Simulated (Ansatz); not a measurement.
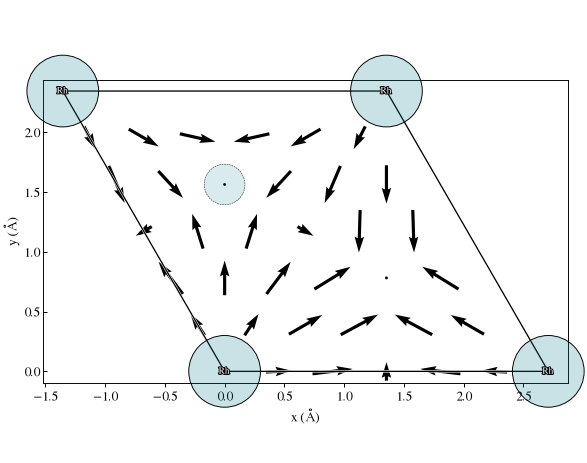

Cl on a Rh(111) slab cut from the Fm-3m phase, its upper half relaxed before the scan (12 atoms of substrate and one adsorbate in a 2 × 2 cell). Cl is moved over the surface cell; relaxed at each place: the height of the adsorbate's atoms; substrate rigid; the origin of the map has the adsorbate above Rh9. Places are given modulo a cell vector. The map is drawn in real space over the plane of the surface. The scan uses a 6 × 6 grid; 10 points were computed and 26 follow by symmetry. Places are given in fractions of the 1 × 1 surface cell. The calculation used DFT PBE, scalar-relativistic, plane waves, PAW in Ansatz. Settings: cutoff 420 eV, k-mesh 6×6×1, gaussian smearing 0.1 eV, no spin polarisation.

Drawn: arrows along the force (downhill), their lengths compressed, labelled circles for the atoms of the top layer and small ones for the second layer, the outline of one cell of the plane.

> The arrows alone are given. Where are the wells?

The arrows converge at a threefold hollow over a third-layer Rh atom, (4/6, 2/6) of the cell vectors; a threefold hollow over a second-layer Rh atom, (2/6, 4/6) of the cell vectors (0.110 eV up) (read from the interpolated surface).

The energy map of the same scan:

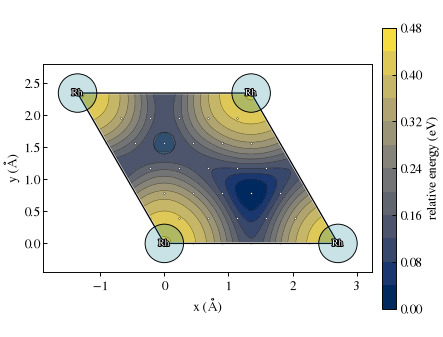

Energies are in eV, from the lowest grid point; between grid points the surface is interpolated.

PAW datasets: the set soft_1.
